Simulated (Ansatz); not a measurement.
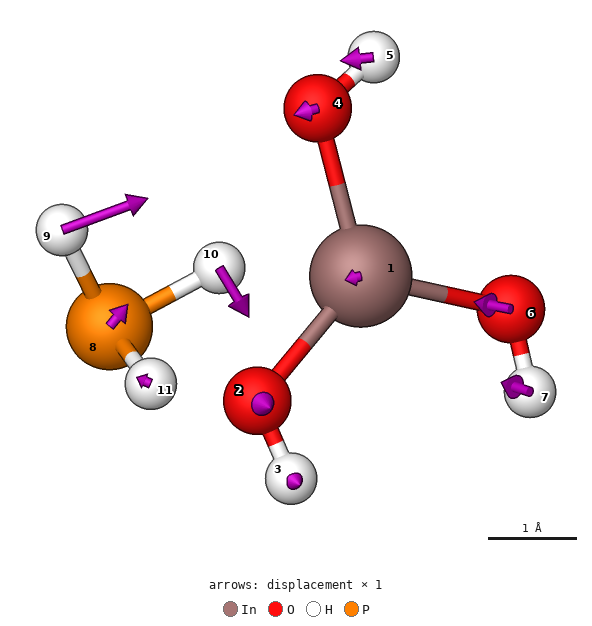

A relaxation of InPH6O3. The starting structure is drawn; purple arrows show the displacements, at their true length. The two geometries are superimposed by the best rigid fit.

Style: ball-and-stick. Shown at a tilt.

The run prepares an end point of a later path (reaction) calculation, from a guessed geometry.

Level of theory: Ansatz, RKS B3LYP-D4/def2-SVP.

The input:
```yaml
crystal:
  periodic: [false, false, false]
  atoms:
    - { symbol: In, position_ang: [0.08229, -0.308998, 0.222472] }
    - { symbol: O, position_ang: [-0.256555, -0.294182, 2.192416] }
    - { symbol: H, position_ang: [-1.177788, -0.48174, 2.422928] }
    - { symbol: O, position_ang: [1.968451, -0.243128, -0.422445] }
    - { symbol: H, position_ang: [1.992586, -0.237027, -1.39074] }
    - { symbol: O, position_ang: [-1.367032, -0.472826, -1.161859] }
    - { symbol: H, position_ang: [-2.247057, -0.586306, -0.775508] }
    - { symbol: P, position_ang: [0.191995, 3.162931, 1.46399] }
    - { symbol: H, position_ang: [1.593133, 2.882217, 1.524261] }
    - { symbol: H, position_ang: [0.067941, 2.655343, 0.1252] }
    - { symbol: H, position_ang: [-0.156965, 1.914416, 2.059785] }
basis:
  gaussian: { orbitals: def2-SVP }
hamiltonian:
  xc: b3lyp
  dispersion: d4
relax:
  f_tol: 0.03
  max_steps: 50
output:
  orbitals: {}
```

Command:
```bash
ansatz run input.yaml --threads 4 --pin off --max-ram 5120MiB --backend cpu --events-out ev --progress --plain --runs-dir out
```

Question: Atoms of which element are displaced furthest, and by how much?

Answer: Hydrogen: up to 1.06 Å, against 0.54 Å for oxygen.

Question: What did the optimiser do to the structure, and how much energy did it gain?

Answer: The atom that moves furthest after the best rigid fit is H9 (1.06 Å). Largest moves by element: H 1.06 Å, O 0.54 Å, P 0.34 Å, In 0.20 Å. Near-neighbour distances that change, for instance: In1–P8 3.689 → 3.373 Å, In1–O2 1.999 → 2.006 Å, In1–O4 1.994 → 2.001 Å, P8–H10 1.437 → 1.432 Å. Bond angles that change, for instance: O2–In1–O6 123.8° → 125.8°. Over 11 geometry steps the energy falls by 2.15 kcal/mol. Largest force component: 0.28 eV/Å at the start, 0.015 eV/Å at the end. The forces were under the threshold at step 8, but the run went on from there.

Limits of the set-up: the start holds two separate molecules, 2.2 Å apart at their closest, whose relative position is a soft coordinate.
